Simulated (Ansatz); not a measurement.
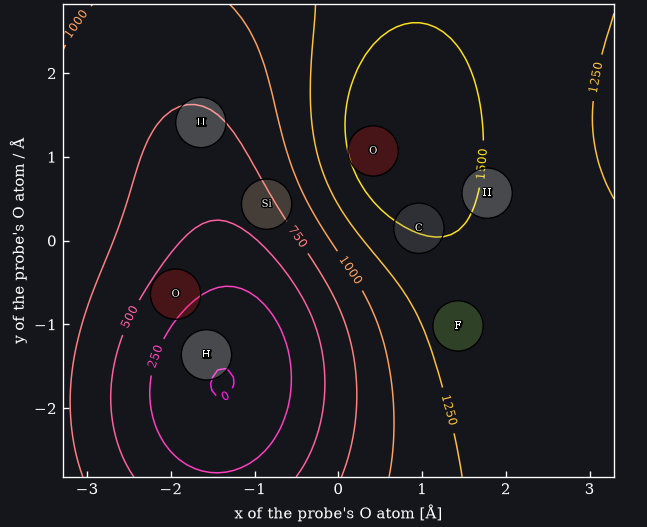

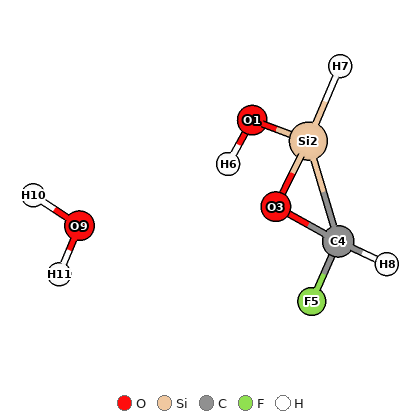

Energy landscape of CH₃FO₂Si (SMILES O[SiH]1OC1F) with the probe H2O. The probe is moved over a plane parallel to the molecule's main plane, 3.45 Å above it. First axis: x of the probe's O atom. Second axis: y of the probe's O atom. Nothing is relaxed (molecule and probe rigid, the probe upright with O nearest the plane). Grid: 15 × 13 points. Points are written as (first, second). Energies are in cm⁻¹, from the lowest grid point. Theory: RKS PBE-D4/def2-SVPD in Ansatz 0.2.0.

The picture shows contour lines labelled in cm⁻¹, labelled circles for the molecule's atoms, projected on the plane. Between grid points the surface is interpolated. The second picture is the structure at the lowest point.

Describe this landscape.

Answer. The lowest grid point is at (−1.41 Å, −1.88 Å). No other kind of well shows on this grid. The highest grid point, (0.94 Å, 1.41 Å), lies 1698 cm⁻¹ above the lowest. Near the minimum the curvatures are about 0.062 and 0.11 eV/Å² along the soft and the stiff direction.

Each point was launched as `ansatz run input.yaml --threads 1 --pin off --max-ram 2560MiB --backend cpu --events-out ev --progress --plain --runs-dir out`. The whole map (195 points run) took 25 min on 1 thread of Arm Neoverse V2, with other jobs on the host.
